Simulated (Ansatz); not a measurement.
Run report: HfBr₂F₂, molecular dynamics (part 2 of 2)

The same run, continued: HfBr₂F₂, SMILES [F][Hf]([F])([Br])[Br]; RKS BLYP-d3bjatm/def2-SVP (Ansatz 0.2.0). The geometry comes from this level: PBE0-D4/def2-TZVP.

Geometry of the input (Å):
```
F  0.1826  -0.6181  1.8443
Hf 0.0841  -0.0972  0.0373
F  1.3527  -1.0985  -0.9294
Br -2.1910  -0.5817  -0.8386
Br 0.6215  2.3219  -0.1550
```

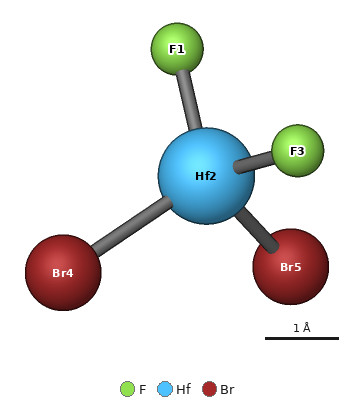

The geometry at step 18 of the log (ball-and-stick view, seen at a tilt; atoms are numbered from 1 in the order of the input).

### Trajectory as extended XYZ, continued
```
5
Properties=species:S:1:pos:R:3:forces:R:3 step=6 time_fs=6.0 energy=-146821.65561 temperature=506.3
F     0.2454   -0.6070    1.8530   -0.0059  -0.2096   0.7266
Hf    0.0837   -0.0986    0.0412   -0.5251   0.2809  -0.0689
F     1.3671   -1.0878   -0.9122    0.6538  -0.5188  -0.5396
Br   -2.2056   -0.5769   -0.8527   -0.2249  -0.0604  -0.0655
Br    0.6186    2.3150   -0.1559    0.1020   0.5079  -0.0526
5
Properties=species:S:1:pos:R:3:forces:R:3 step=7 time_fs=7.0 energy=-146821.65814 temperature=512.8
F     0.2559   -0.6056    1.8559   -0.0212  -0.1869   0.6469
Hf    0.0836   -0.0988    0.0419   -0.5069   0.2210  -0.0258
F     1.3707   -1.0869   -0.9103    0.6154  -0.4898  -0.5186
Br   -2.2082   -0.5761   -0.8551   -0.1889  -0.0556  -0.0481
Br    0.6182    2.3141   -0.1561    0.1017   0.5113  -0.0545
5
Properties=species:S:1:pos:R:3:forces:R:3 step=8 time_fs=8.0 energy=-146821.66082 temperature=519.6
F     0.2664   -0.6042    1.8591   -0.0385  -0.1611   0.5564
Hf    0.0834   -0.0989    0.0425   -0.4751   0.1509   0.0202
F     1.3747   -1.0863   -0.9086    0.5657  -0.4525  -0.4897
Br   -2.2108   -0.5753   -0.8575   -0.1527  -0.0506  -0.0305
Br    0.6177    2.3132   -0.1563    0.1007   0.5133  -0.0563
5
Properties=species:S:1:pos:R:3:forces:R:3 step=9 time_fs=9.0 energy=-146821.66336 temperature=526.1
F     0.2768   -0.6030    1.8627   -0.0579  -0.1330   0.4570
Hf    0.0832   -0.0991    0.0431   -0.4309   0.0724   0.0678
F     1.3789   -1.0860   -0.9072    0.5059  -0.4077  -0.4539
Br   -2.2134   -0.5746   -0.8599   -0.1164  -0.0454  -0.0129
Br    0.6173    2.3124   -0.1565    0.0993   0.5138  -0.0580
5
Properties=species:S:1:pos:R:3:forces:R:3 step=10 time_fs=10.0 energy=-146821.66553 temperature=531.7
F     0.2872   -0.6018    1.8664   -0.0792  -0.1032   0.3509
Hf    0.0830   -0.0992    0.0438   -0.3755  -0.0129   0.1159
F     1.3833   -1.0858   -0.9060    0.4372  -0.3566  -0.4120
Br   -2.2160   -0.5738   -0.8623   -0.0799  -0.0401   0.0047
Br    0.6169    2.3116   -0.1567    0.0974   0.5129  -0.0596
5
Properties=species:S:1:pos:R:3:forces:R:3 step=11 time_fs=11.0 energy=-146821.66706 temperature=535.6
F     0.2976   -0.6007    1.8703   -0.1022  -0.0723   0.2403
Hf    0.0827   -0.0994    0.0444   -0.3105  -0.1032   0.1635
F     1.3880   -1.0859   -0.9051    0.3612  -0.3005  -0.3651
Br   -2.2186   -0.5731   -0.8647   -0.0435  -0.0346   0.0224
Br    0.6165    2.3109   -0.1569    0.0950   0.5106  -0.0610
5
Properties=species:S:1:pos:R:3:forces:R:3 step=12 time_fs=12.0 energy=-146821.66775 temperature=537.3
F     0.3080   -0.5996    1.8743   -0.1267  -0.0409   0.1271
Hf    0.0824   -0.0995    0.0451   -0.2377  -0.1965   0.2095
F     1.3929   -1.0860   -0.9043    0.2793  -0.2404  -0.3144
Br   -2.2212   -0.5723   -0.8671   -0.0072  -0.0291   0.0401
Br    0.6161    2.3103   -0.1571    0.0922   0.5069  -0.0623
5
Properties=species:S:1:pos:R:3:forces:R:3 step=13 time_fs=13.0 energy=-146821.66743 temperature=536.5
F     0.3182   -0.5985    1.8784   -0.1523  -0.0097   0.0136
Hf    0.0822   -0.0997    0.0458   -0.1589  -0.2910   0.2530
F     1.3979   -1.0864   -0.9037    0.1933  -0.1777  -0.2609
Br   -2.2238   -0.5716   -0.8695    0.0289  -0.0235   0.0577
Br    0.6157    2.3097   -0.1573    0.0889   0.5020  -0.0635
5
Properties=species:S:1:pos:R:3:forces:R:3 step=14 time_fs=14.0 energy=-146821.66599 temperature=532.8
F     0.3284   -0.5974    1.8826   -0.1788   0.0208  -0.0985
Hf    0.0819   -0.0999    0.0464   -0.0759  -0.3850   0.2935
F     1.4030   -1.0868   -0.9032    0.1046  -0.1136  -0.2059
Br   -2.2265   -0.5708   -0.8718    0.0648  -0.0180   0.0753
Br    0.6154    2.3092   -0.1575    0.0854   0.4957  -0.0644
5
Properties=species:S:1:pos:R:3:forces:R:3 step=15 time_fs=15.0 energy=-146821.66340 temperature=526.1
F     0.3385   -0.5963    1.8866   -0.2058   0.0502  -0.2074
Hf    0.0816   -0.1001    0.0471    0.0094  -0.4767   0.3302
F     1.4081   -1.0872   -0.9029    0.0148  -0.0493  -0.1503
Br   -2.2291   -0.5701   -0.8742    0.1002  -0.0125   0.0927
Br    0.6150    2.3088   -0.1578    0.0815   0.4883  -0.0652
5
Properties=species:S:1:pos:R:3:forces:R:3 step=16 time_fs=16.0 energy=-146821.65966 temperature=516.5
F     0.3485   -0.5952    1.8906   -0.2331   0.0780  -0.3117
Hf    0.0813   -0.1003    0.0478    0.0952  -0.5647   0.3627
F     1.4133   -1.0877   -0.9026   -0.0746   0.0141  -0.0951
Br   -2.2317   -0.5694   -0.8766    0.1351  -0.0071   0.1100
Br    0.6147    2.3084   -0.1580    0.0774   0.4797  -0.0658
5
Properties=species:S:1:pos:R:3:forces:R:3 step=17 time_fs=17.0 energy=-146821.65486 temperature=504.1
F     0.3584   -0.5941    1.8944   -0.2604   0.1038  -0.4101
Hf    0.0810   -0.1005    0.0486    0.1801  -0.6477   0.3906
F     1.4184   -1.0882   -0.9023   -0.1623   0.0757  -0.0413
Br   -2.2343   -0.5686   -0.8789    0.1695  -0.0019   0.1271
Br    0.6143    2.3081   -0.1583    0.0730   0.4700  -0.0662
5
Properties=species:S:1:pos:R:3:forces:R:3 step=18 time_fs=18.0 energy=-146821.64913 temperature=489.4
F     0.3681   -0.5929    1.8980   -0.2872   0.1274  -0.5013
Hf    0.0807   -0.1008    0.0493    0.2624  -0.7244   0.4136
F     1.4235   -1.0886   -0.9021   -0.2470   0.1346   0.0103
Br   -2.2368   -0.5679   -0.8813    0.2033   0.0030   0.1439
Br    0.6140    2.3078   -0.1585    0.0685   0.4593  -0.0665
5
Properties=species:S:1:pos:R:3:forces:R:3 step=19 time_fs=19.0 energy=-146821.64263 temperature=472.7
F     0.3777   -0.5916    1.9013   -0.3133   0.1485  -0.5845
Hf    0.0804   -0.1012    0.0501    0.3408  -0.7938   0.4314
F     1.4284   -1.0890   -0.9018   -0.3276   0.1900   0.0590
Br   -2.2394   -0.5671   -0.8836    0.2364   0.0078   0.1606
Br    0.6137    2.3076   -0.1588    0.0638   0.4475  -0.0665
5
Properties=species:S:1:pos:R:3:forces:R:3 step=20 time_fs=20.0 energy=-146821.63558 temperature=454.5
F     0.3872   -0.5903    1.9043   -0.3385   0.1669  -0.6588
Hf    0.0802   -0.1015    0.0509    0.4142  -0.8552   0.4441
F     1.4332   -1.0892   -0.9016   -0.4033   0.2412   0.1042
Br   -2.2419   -0.5664   -0.8859    0.2687   0.0123   0.1769
Br    0.6134    2.3074   -0.1591    0.0590   0.4349  -0.0664
5
Properties=species:S:1:pos:R:3:forces:R:3 step=21 time_fs=21.0 energy=-146821.62820 temperature=435.5
F     0.3964   -0.5888    1.9070   -0.3625   0.1824  -0.7237
Hf    0.0800   -0.1019    0.0517    0.4814  -0.9079   0.4513
F     1.4377   -1.0894   -0.9013   -0.4731   0.2877   0.1455
Br   -2.2444   -0.5657   -0.8882    0.3001   0.0164   0.1930
Br    0.6131    2.3073   -0.1593    0.0541   0.4213  -0.0661
5
Properties=species:S:1:pos:R:3:forces:R:3 step=22 time_fs=22.0 energy=-146821.62071 temperature=416.2
F     0.4055   -0.5873    1.9094   -0.3850   0.1950  -0.7786
Hf    0.0798   -0.1024    0.0526    0.5417  -0.9513   0.4531
F     1.4420   -1.0894   -0.9009   -0.5364   0.3290   0.1824
Br   -2.2468   -0.5649   -0.8904    0.3307   0.0203   0.2087
Br    0.6128    2.3073   -0.1596    0.0491   0.4070  -0.0656
5
Properties=species:S:1:pos:R:3:forces:R:3 step=23 time_fs=23.0 energy=-146821.61335 temperature=397.3
F     0.4144   -0.5857    1.9113   -0.4059   0.2045  -0.8230
Hf    0.0796   -0.1029    0.0535    0.5942  -0.9851   0.4495
F     1.4461   -1.0892   -0.9004   -0.5927   0.3649   0.2145
Br   -2.2492   -0.5642   -0.8927    0.3603   0.0237   0.2241
Br    0.6125    2.3072   -0.1599    0.0441   0.3919  -0.0650
5
Properties=species:S:1:pos:R:3:forces:R:3 step=24 time_fs=24.0 energy=-146821.60632 temperature=379.2
F     0.4231   -0.5840    1.9128   -0.4248   0.2110  -0.8568
Hf    0.0795   -0.1035    0.0544    0.6383  -1.0090   0.4404
F     1.4498   -1.0888   -0.8998   -0.6415   0.3950   0.2415
Br   -2.2516   -0.5634   -0.8949    0.3889   0.0268   0.2391
Br    0.6122    2.3073   -0.1602    0.0391   0.3762  -0.0642
5
Properties=species:S:1:pos:R:3:forces:R:3 step=25 time_fs=25.0 energy=-146821.59981 temperature=362.4
F     0.4316   -0.5821    1.9139   -0.4417   0.2143  -0.8798
Hf    0.0794   -0.1041    0.0553    0.6734  -1.0229   0.4259
F     1.4532   -1.0883   -0.8991   -0.6824   0.4192   0.2634
Br   -2.2539   -0.5627   -0.8970    0.4164   0.0295   0.2537
Br    0.6119    2.3074   -0.1605    0.0342   0.3599  -0.0632
5
Properties=species:S:1:pos:R:3:forces:R:3 step=26 time_fs=26.0 energy=-146821.59397 temperature=347.4
F     0.4398   -0.5802    1.9145   -0.4563   0.2145  -0.8917
Hf    0.0793   -0.1048    0.0562    0.6992  -1.0265   0.4059
F     1.4563   -1.0875   -0.8982   -0.7151   0.4372   0.2799
Br   -2.2562   -0.5619   -0.8992    0.4429   0.0318   0.2680
Br    0.6117    2.3075   -0.1609    0.0292   0.3430  -0.0621
5
Properties=species:S:1:pos:R:3:forces:R:3 step=27 time_fs=27.0 energy=-146821.58891 temperature=334.3
F     0.4478   -0.5782    1.9147   -0.4685   0.2117  -0.8924
Hf    0.0793   -0.1055    0.0572    0.7152  -1.0201   0.3807
F     1.4590   -1.0865   -0.8972   -0.7394   0.4491   0.2908
Br   -2.2584   -0.5612   -0.9013    0.4683   0.0337   0.2818
Br    0.6114    2.3077   -0.1612    0.0244   0.3256  -0.0609
5
Properties=species:S:1:pos:R:3:forces:R:3 step=28 time_fs=28.0 energy=-146821.58471 temperature=323.5
F     0.4556   -0.5760    1.9145   -0.4782   0.2058  -0.8821
Hf    0.0793   -0.1063    0.0582    0.7211  -1.0035   0.3502
F     1.4613   -1.0853   -0.8961   -0.7551   0.4547   0.2962
Br   -2.2606   -0.5604   -0.9034    0.4925   0.0351   0.2952
Br    0.6111    2.3079   -0.1615    0.0196   0.3079  -0.0595
5
Properties=species:S:1:pos:R:3:forces:R:3 step=29 time_fs=29.0 energy=-146821.58138 temperature=314.9
F     0.4631   -0.5737    1.9138   -0.4852   0.1969  -0.8607
Hf    0.0793   -0.1072    0.0592    0.7169  -0.9768   0.3145
F     1.4632   -1.0839   -0.8948   -0.7622   0.4541   0.2960
Br   -2.2626   -0.5596   -0.9054    0.5156   0.0361   0.3082
Br    0.6109    2.3081   -0.1619    0.0149   0.2897  -0.0580
5
Properties=species:S:1:pos:R:3:forces:R:3 step=30 time_fs=30.0 energy=-146821.57889 temperature=308.5
F     0.4704   -0.5714    1.9126   -0.4894   0.1851  -0.8283
Hf    0.0794   -0.1081    0.0602    0.7022  -0.9404   0.2739
F     1.4648   -1.0822   -0.8934   -0.7605   0.4473   0.2901
Br   -2.2647   -0.5589   -0.9074    0.5375   0.0367   0.3207
Br    0.6106    2.3084   -0.1622    0.0103   0.2713  -0.0564
```

### Summary

- outcome: finished
- mean temperature over the second half: 411 K
- trajectory: 30 steps, 30 fs
- ensemble: nve
- temperature in the input: 500 K
- time step: 1 fs
- potential energy (last step): −146821.5793 eV
- mean-field energy (last step): −146821.2796 eV
- dispersion energy (last step): −0.2997 eV
- SCF solution under orbital rotations (last step): stable
- largest force (length of the vector) (last step): 1.205 eV/Å
- dipole moment (last step): 0.62 D
- hardware: 4 threads of Arm Neoverse V1, 23 GiB of memory available, shared host
- wall time: 54 s (CPU time 3.4 min)
- peak memory: 0.43 GiB

### Remarks

So short a trajectory is not equilibrated.
